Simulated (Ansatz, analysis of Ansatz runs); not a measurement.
# Migration in MgH2 (P4_2/mnm): V_H hop (2.5 Å), charge +1, part 2 of 2

Wanted: path and barrier of a jump of H in MgH2 (P4_2/mnm) at charge +1. The case: V_H hop (2.5 Å), in a cell of 72 host atoms with 1 H taken out.

Ansatz 0.2.0; plane-wave PAW DFT, PBEsol; nudged elastic band between two relaxed defect structures at fixed charge in a uniform background.

So far: The structure; Relaxation of the start point, charge +1; Relaxation of the end point, charge +1.

## Step 4: Nudged elastic band, charge +1

3 movable images are laid between the ends on a pair-potential path, which keeps atoms from colliding in the first guess. Each image feels the true force across the path and a spring force along it. The highest image is set to climb to the top of the path.

This step: plane-wave PAW DFT, PBEsol; nudged elastic band between two relaxed defect structures at fixed charge in a uniform background.

Contents of qp1_c72k1s.neb/input.yaml:

```yaml
crystal:
  lattice:
    - [8.95437022, 0.0, 0.0]
    - [0.0, 8.95437022, 0.0]
    - [0.0, 0.0, 9.02322147]
  atoms:
    - { symbol: Mg, position: [0.24832991, 0.25060434, 0.1660079] }
    - { symbol: Mg, position: [0.00687992, -0.0068408, -0.00018569] }
    - { symbol: H, position: [0.34686643, 0.34858445, -0.00011058] }
    - { symbol: H, position: [0.40005124, 0.09749253, 0.16762878] }
    - { symbol: H, position: [0.15265287, 0.15052194, -0.0003805] }
    - { symbol: H, position: [0.09801705, 0.40428747, 0.16788298] }
    - { symbol: Mg, position: [0.2463256, 0.25033168, 0.49967018] }
    - { symbol: Mg, position: [-0.00516698, 0.00505899, 0.33068568] }
    - { symbol: H, position: [0.34636938, 0.35661931, 0.33614266] }
    - { symbol: H, position: [0.39889289, 0.09815789, 0.49969536] }
    - { symbol: H, position: [0.15096039, 0.15380918, 0.33262328] }
    - { symbol: H, position: [0.09131523, 0.39903026, 0.49968909] }
    - { symbol: Mg, position: [0.2485208, 0.25075895, 0.83353636] }
    - { symbol: Mg, position: [-0.00510422, 0.00517563, 0.66893586] }
    - { symbol: H, position: [0.34594361, 0.35746813, 0.66316647] }
    - { symbol: H, position: [0.40017063, 0.09781474, 0.83197225] }
    - { symbol: H, position: [0.15168087, 0.15329804, 0.6668329] }
    - { symbol: H, position: [0.09832865, 0.40431384, 0.8319765] }
    - { symbol: Mg, position: [0.25408221, 0.74609821, 0.16824056] }
    - { symbol: Mg, position: [-0.00010006, 0.5016454, -6.817e-05] }
    - { symbol: H, position: [0.34959055, 0.84411882, -0.00014132] }
    - { symbol: H, position: [0.40620456, 0.59396115, 0.17060962] }
    - { symbol: H, position: [0.15577097, 0.65063215, -0.00020744] }
    - { symbol: H, position: [0.1014266, 0.89918574, 0.17215944] }
    - { symbol: Mg, position: [0.22852662, 0.7716766, 0.49980121] }
    - { symbol: Mg, position: [-0.00132473, 0.50050922, 0.33348899] }
    - { symbol: H, position: [0.35407636, 0.8393447, 0.34118126] }
    - { symbol: H, position: [0.16044778, 0.64638294, 0.34065968] }
    - { symbol: H, position: [0.08634492, 0.91375713, 0.49984534] }
    - { symbol: Mg, position: [0.25389597, 0.74601827, 0.83139637] }
    - { symbol: Mg, position: [-0.0012081, 0.50025064, 0.66621342] }
    - { symbol: H, position: [0.35374828, 0.8395567, 0.65900713] }
    - { symbol: H, position: [0.40579173, 0.59367694, 0.82905685] }
    - { symbol: H, position: [0.16067181, 0.64604036, 0.65832031] }
    - { symbol: H, position: [0.10082348, 0.89866146, 0.82745576] }
    - { symbol: Mg, position: [0.75426258, 0.24552193, 0.16350079] }
    - { symbol: Mg, position: [0.49838617, 0.000167, -0.00026556] }
    - { symbol: H, position: [0.85173305, 0.34604804, 8.733e-05] }
    - { symbol: H, position: [0.90401886, 0.09560373, 0.16316236] }
    - { symbol: H, position: [0.65368701, 0.14866135, -0.00050795] }
    - { symbol: H, position: [0.60378979, 0.39654625, 0.15256866] }
    - { symbol: Mg, position: [0.75066649, 0.24940151, 0.4997891] }
    - { symbol: Mg, position: [0.49977116, 0.00124477, 0.33346211] }
    - { symbol: H, position: [0.8398873, 0.35308276, 0.33282966] }
    - { symbol: H, position: [0.89975458, 0.10020312, 0.49979012] }
    - { symbol: H, position: [0.64757764, 0.15929086, 0.33255601] }
    - { symbol: H, position: [0.59145884, 0.40878034, 0.4998609] }
    - { symbol: Mg, position: [0.754517, 0.24576896, 0.83604619] }
    - { symbol: Mg, position: [0.49949853, 0.00145731, 0.66617153] }
    - { symbol: H, position: [0.84112011, 0.35211564, 0.66704696] }
    - { symbol: H, position: [0.90429627, 0.09589121, 0.83648061] }
    - { symbol: H, position: [0.64672939, 0.16042173, 0.66672634] }
    - { symbol: H, position: [0.60382979, 0.39662617, 0.84700617] }
    - { symbol: Mg, position: [0.74921972, 0.75147955, 0.16607172] }
    - { symbol: Mg, position: [0.49650441, 0.50352022, -0.00017255] }
    - { symbol: H, position: [0.84956517, 0.847304, -4.275e-05] }
    - { symbol: H, position: [0.90217067, 0.59978202, 0.16770378] }
    - { symbol: H, position: [0.6511791, 0.65336673, -0.0003443] }
    - { symbol: H, position: [0.59592706, 0.90192455, 0.16769017] }
    - { symbol: Mg, position: [0.74960947, 0.75360448, 0.4999198] }
    - { symbol: Mg, position: [0.51882944, 0.48104822, 0.31712802] }
    - { symbol: H, position: [0.84671435, 0.84826866, 0.33278163] }
    - { symbol: H, position: [0.90176374, 0.60095346, 0.49995904] }
    - { symbol: H, position: [0.64235429, 0.65417755, 0.33637305] }
    - { symbol: H, position: [0.60106058, 0.9088243, 0.4999782] }
    - { symbol: Mg, position: [0.74940063, 0.75170627, 0.83360035] }
    - { symbol: Mg, position: [0.51880735, 0.48125205, 0.68253976] }
    - { symbol: H, position: [0.84630662, 0.84888504, 0.66693656] }
    - { symbol: H, position: [0.90244938, 0.59987812, 0.83206802] }
    - { symbol: H, position: [0.64322079, 0.65372959, 0.66348022] }
    - { symbol: H, position: [0.59593967, 0.9022772, 0.83175554] }
total_charge: 1
basis:
  ecutwfc: 420
  xc_grid: 2
hamiltonian:
  xc: pbesol
kpoints:
  mp_grid: { grid: [1, 1, 1], shift: [0.25, 0.25, 0.25] }
scf:
  occupations: { method: fixed }
  max_iter: 100
output:
  forces: true
neb:
  images: 3
  f_tol: 0.04
  climbing: true
  initial_path: idpp
  max_iterations: 45
  order_check: false
  final_atoms:
    - { symbol: Mg, position: [0.24966581, 0.24923043, 0.16599319] }
    - { symbol: Mg, position: [-0.00723522, 0.00727507, -0.00019878] }
[... 4 atom lines left out ...]
    - { symbol: Mg, position: [0.2493801, 0.24712148, 0.49967458] }
[... 1 atom line left out ...]
    - { symbol: H, position: [0.35612545, 0.34683665, 0.33611475] }
[... 5 atom lines left out ...]
    - { symbol: H, position: [0.3570168, 0.34637996, 0.66320961] }
[... 6 atom lines left out ...]
    - { symbol: H, position: [0.39573807, 0.60404992, 0.15265369] }
[... 10 atom lines left out ...]
    - { symbol: H, position: [0.39574394, 0.60408778, 0.84698432] }
[... 8 atom lines left out ...]
    - { symbol: Mg, position: [0.77097863, 0.22904409, 0.49979928] }
[... 4 atom lines left out ...]
    - { symbol: H, position: [0.40830543, 0.59163676, 0.49981995] }
[... 12 atom lines left out ...]
    - { symbol: Mg, position: [0.7529554, 0.75067004, 0.49994189] }
    - { symbol: Mg, position: [0.48093416, 0.51899681, 0.316973] }
[... 2 atom lines left out ...]
    - { symbol: H, position: [0.65358922, 0.64307249, 0.33643698] }
[... 2 atom lines left out ...]
    - { symbol: Mg, position: [0.48102043, 0.51910597, 0.68266623] }
[... 2 atom lines left out ...]
    - { symbol: H, position: [0.65314456, 0.64395788, 0.66349237] }
    - { symbol: H, position: [0.59925658, 0.90369312, 0.83194975] }
```

Started as:

```bash
$ ansatz run input.yaml --threads 32 --pin off --max-ram 84787MiB --backend cuda --events-out ev --progress --plain --runs-dir out --max-vram 78GiB
```

Numbers of over 12 decimals in the logs are rounded to 6 here.

What it wrote:

```text
Warning: neb: disabling space-group detection — the band's intermediate images generally break the endpoint symmetry, so the full k-mesh is solved, and no spatial operation symmetrises the density, ex [...]
[...]
Crystal: 71 atoms, lattice volume = 723.489 Å³
Basis set: ecut = 420 eV, 14111 PW (Γ), exchange–correlation on 120×120×128 points (8 copies of the dense FFT grid, shifted against one another)
Bands: 214, of which v1, the nominal top of the filled ones, is band 143 counted from 1 (142 counted from 0)
[...]
k-points: 1
[...]
SCF iter   1: F=—  HF=-46641.361940 eV  |F-HF|=—  |Δ(HF+E_count)|=         —  Δρ=1.04e-2  dr2=6.43e-1  ethr=1.77e-3  ⟨swp⟩=6.0  Hψ=605  notcnv=0  defer=68
[...]
SCF iter   2: F=—  HF=-46641.139852 eV  |F-HF|=—  |Δ(HF+E_count)|=   2.22e-1  Δρ=4.59e-3  dr2=1.47e-1  ethr=2.25e-4  ⟨swp⟩=2.0  Hψ=224  notcnv=0  defer=69
[...]
SCF iter   7: F=-46641.078270 eV  HF=-46641.078270 eV  |F-HF|=2.47e-9  |Δ(HF+E_count)|=   5.74e-7  Δρ=1.11e-6  dr2=1.57e-8  ethr=3.50e-11  ⟨swp⟩=5.0  Hψ=571  notcnv=0
SCF 1 converged in 7 iterations: F = -46641.078270 eV  dr2 = 1.57e-8
[...]
SCF 9 converged in 5 iterations: F = -46640.854128 eV  dr2 = 7.32e-8
[...]
SCF 10 converged in 5 iterations: F = -46640.644355 eV  dr2 = 8.04e-8
[...]
SCF 14 converged in 5 iterations: F = -46640.853595 eV  dr2 = 2.69e-9
[...]
SCF converged after 5 iterations
[...]
```

The job ended after 4.3 s (1 × NVIDIA GB200 with 32 threads of Arm Neoverse V2, shared host; peak memory 1.5 GiB; 15 s of CPU time).

Images along the path:

| image | path (Å) | energy (eV) | H47: x, y, z (Å) |
| --- | --- | --- | --- |
| 0 | 0.000 | 0.0000 | 5.296, 3.660, 4.510 |
| 1 | 0.677 | 0.2210 | 4.902, 3.999, 4.511 |
| 2 | 1.354 | 0.4320 | 4.427, 4.432, 4.511 |
| 3 | 2.026 | 0.2240 | 3.996, 4.903, 4.510 |
| 4 | 2.698 | 0.0000 | 3.656, 5.298, 4.510 |

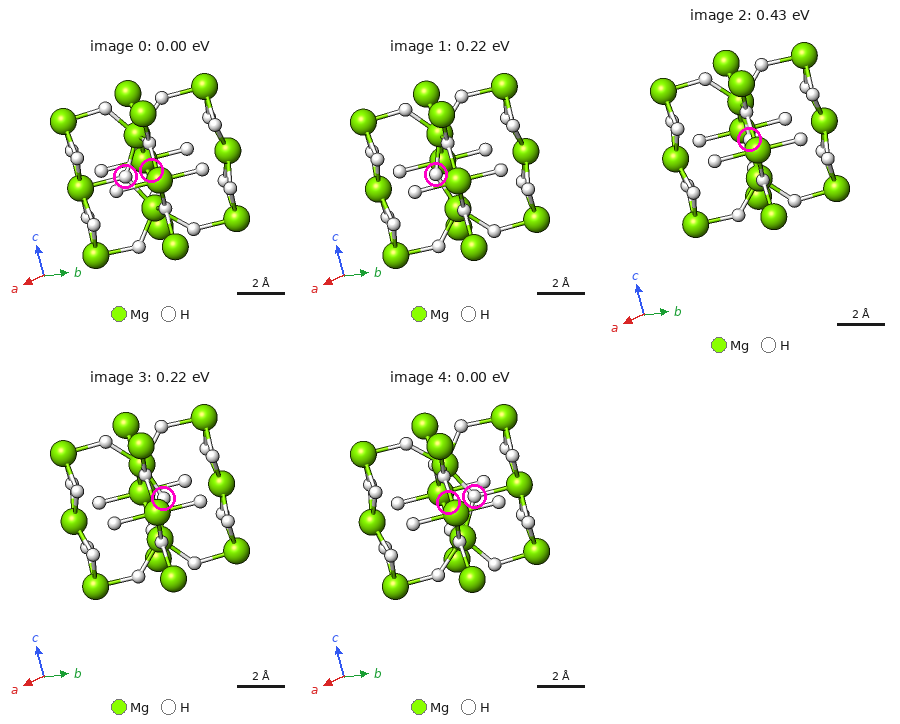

Images along the path; H47 is ringed. A ring with no atom in it marks the empty centre.

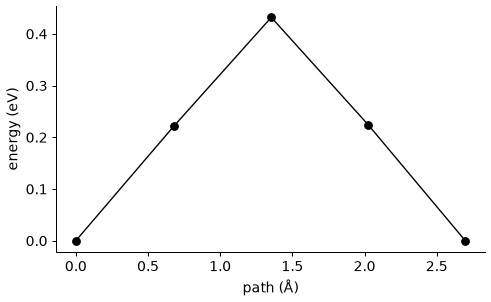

Energy along the path.

Numbers from this step:

```
free energy      : -46640.6463 eV
barrier forward  : 0.4319 eV
barrier backward : 0.4319 eV
end less start   : 7.24e-5 eV
hop length       : 2.317 Å
```

Track of the atom that was set to move:

| image | x (Å) | y (Å) | z (Å) | nearest neighbour | distance (Å) |
| --- | --- | --- | --- | --- | --- |
| 0 | 5.296 | 3.66 | 4.51 | Mg | 1.887 |
| 1 | 4.902 | 3.999 | 4.511 | Mg | 1.788 |
| 2 | 4.427 | 4.432 | 4.511 | Mg | 1.727 |
| 3 | 3.996 | 4.903 | 4.51 | Mg | 1.787 |
| 4 | 3.656 | 5.298 | 4.51 | Mg | 1.889 |

The band met its tolerance of 0.04 eV/Å after 4 iterations, with image 2 on top (the start counts as 0). H47, which moves farthest between the ends, has 3 Mg at 1.89 to 2.02 Å nearest at the start and 2 Mg at 1.73 Å at the top.

## Step 5: Single point at the top of the path, PBEsol

A single point at the top of the band gives the levels near the gap and the populations there.

This step: plane-wave PAW DFT, PBEsol; single point of a defect supercell on a structure of the PBEsol path.

Contents of qp1_c72k1s.top.probe/input.yaml:

```yaml
crystal:
  lattice:
    - [8.95437022, 0.0, 0.0]
    - [0.0, 8.95437022, 0.0]
    - [0.0, 0.0, 9.02322147]
  atoms:
    - { symbol: Mg, position: [0.24722412, 0.2479484, 0.16598693] }
    - { symbol: Mg, position: [-0.00035945, 0.0003145, -0.00014989] }
[... 4 atom lines left out ...]
    - { symbol: Mg, position: [0.25151869, 0.25223713, 0.49974337] }
[... 1 atom line left out ...]
    - { symbol: H, position: [0.34686469, 0.34745483, 0.32657624] }
[... 5 atom lines left out ...]
    - { symbol: H, position: [0.34672035, 0.34733547, 0.67287699] }
[... 17 atom lines left out ...]
    - { symbol: H, position: [0.4002521, 0.6003233, 0.84114872] }
[... 7 atom lines left out ...]
    - { symbol: H, position: [0.6000172, 0.40131966, 0.15850413] }
[... 5 atom lines left out ...]
    - { symbol: H, position: [0.4944048, 0.49497031, 0.49988261] }
[... 5 atom lines left out ...]
    - { symbol: H, position: [0.59977728, 0.40104806, 0.84128621] }
[... 6 atom lines left out ...]
    - { symbol: Mg, position: [0.75040308, 0.75113394, 0.49995147] }
    - { symbol: Mg, position: [0.50088742, 0.50135449, 0.30866513] }
[... 2 atom lines left out ...]
    - { symbol: H, position: [0.65289004, 0.65363937, 0.3293967] }
[... 2 atom lines left out ...]
    - { symbol: Mg, position: [0.50049362, 0.50100575, 0.69113631] }
[... 2 atom lines left out ...]
    - { symbol: H, position: [0.65265394, 0.65342099, 0.67038207] }
    - { symbol: H, position: [0.60016601, 0.9061209, 0.83189605] }
total_charge: 1
basis:
  ecutwfc: 420
  xc_grid: 2
hamiltonian:
  xc: pbesol
kpoints:
  mp_grid: { grid: [1, 1, 1], shift: [0.25, 0.25, 0.25] }
scf:
  occupations: { method: fixed }
  max_iter: 100
output:
  forces: true
  eigenvalues: true
  eigenstates: { localisation: true }
  populations: true
  write_density: true
  write_potential: true
  volumetric_format: npy
  elf: true
checkpoint:
  write: "../qp1_c72k1s.top.probe.run"
  compress: false
  write_wavefunctions: false
  write_every: 100000
```

What it wrote:

```text
[...]
Crystal: 71 atoms, lattice volume = 723.489 Å³
Basis set: ecut = 420 eV, 14111 PW (Γ), exchange–correlation on 120×120×128 points (8 copies of the dense FFT grid, shifted against one another)
Bands: 214, of which v1, the nominal top of the filled ones, is band 143 counted from 1 (142 counted from 0)
[...]
k-points: 1
[...]
SCF iter   1: F=—  HF=-46640.931571 eV  |F-HF|=—  |Δ(HF+E_count)|=         —  Δρ=1.03e-2  dr2=6.24e-1  ethr=1.77e-3  ⟨swp⟩=5.0  Hψ=780  notcnv=0  defer=69
[...]
SCF iter   6: F=—  HF=-46640.646329 eV  |F-HF|=—  |Δ(HF+E_count)|=   2.01e-3  Δρ=3.89e-6  dr2=1.70e-7  ethr=9.49e-10  ⟨swp⟩=3.0  Hψ=269  notcnv=0  defer=65
SCF iter   7: F=-46640.646329 eV  HF=-46640.646329 eV  |F-HF|=1.67e-9  |Δ(HF+E_count)|=   8.26e-8  Δρ=8.41e-7  dr2=6.06e-9  ethr=3.50e-11  ⟨swp⟩=22.0  Hψ=2104  notcnv=0
SCF 1 converged in 7 iterations: F = -46640.646329 eV  dr2 = 6.06e-9
[...]
SCF converged after 7 iterations
Free energy (F): -46640.646329 eV
[...]
Fermi energy:    1.955362 eV
[...]
--- Band table (eV) ---
[...]
--- Löwdin populations: 71 sites ---
[...]
spilling = 0.007115 (of n_electrons = 286.000000)
[...]
```

It took 1.2 s on 1 × NVIDIA GB200 with 32 threads; peak memory 1.2 GiB; 3.8 s of CPU time.

This step gave:

| Property | Result |
| --- | --- |
| free energy | -46640.6463 eV |

States next to the filling edge at the first k-point, on the run's own zero (eigenstates.tsv). The participation number counts the atoms that a state is spread over, of 71; bands count from 0.

| spin | band | energy (eV) | occupation | participation | largest share on | share |
| --- | --- | --- | --- | --- | --- | --- |
| both | 137 | 1.572 | 2.00 | 30.2 | H51 | 0.05 |
| both | 138 | 1.597 | 2.00 | 31.7 | H9 | 0.06 |
| both | 139 | 1.718 | 2.00 | 31.8 | H62 | 0.07 |
| both | 140 | 1.765 | 2.00 | 25.1 | H69 | 0.07 |
| both | 141 | 1.856 | 2.00 | 32.0 | H47 | 0.06 |
| both | 142 | 1.955 | 2.00 | 42.3 | H47 | 0.06 |
| both | 143 | 5.503 | 0.00 | 21.5 | H47 | 0.15 |
| both | 144 | 5.714 | 0.00 | 64.8 | Mg30 | 0.02 |
| both | 145 | 6.425 | 0.00 | 47.8 | Mg2 | 0.04 |
| both | 146 | 6.474 | 0.00 | 48.1 | Mg61 | 0.05 |
| both | 147 | 6.522 | 0.00 | 54.6 | Mg37 | 0.03 |

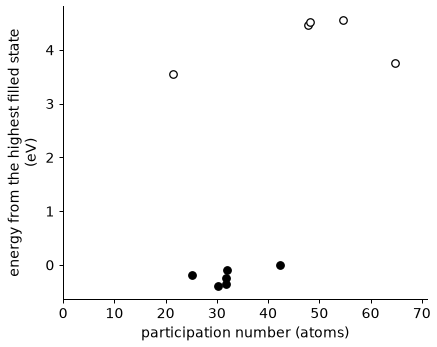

States next to the filling edge at the first k-point: energy against spread. Filled marks are occupied, open marks empty.

Under PBEsol at one point at (¼, ¼, ¼), the highest filled state is spread over 42 of 71 atoms, and the lowest empty one, 3.55 eV above it, is spread over 22 of 71 atoms.

The distance between the highest filled and the lowest empty level goes from 3.27 eV at the start to 3.55 eV at the top.

## Step 6: What came out

| Quantity | Value |
| --- | --- |
| barrier forward | 0.43 eV |
| barrier backward | 0.43 eV |
| end less start | 0.00 eV |
| hop length | 2.32 Å |
| band iterations, as the log counts them | 4 |

In words: The top of the band lies 0.43 eV above the start and 0.43 eV above the end, which are alike in energy and neighbours. For hydrogen, zero-point energy and tunnelling change the rate much, so no rate follows from this barrier alone. At the top H47 stands 1.73 Å from its nearest Mg, 0.16 Å closer than at the start. The order of the top as a saddle was not checked for all atoms, so a bent path could be lower. No image-charge correction is applied; it largely cancels along a path if the charge stays localised alike. Keep in mind: one k-point off the zone centre stands for the whole zone; periodic copies of the defect are only 9.0 Å apart.

[Logs are printed without paths, hosts, clocks, repeated set-up lines and the standing remarks that a program may print on its own settings, such as how far it seeks lower states.]

[Hosts, paths, dates, database ids (printed as entryN), source tags and the programs' standing remarks are cut or masked in the printed files.]
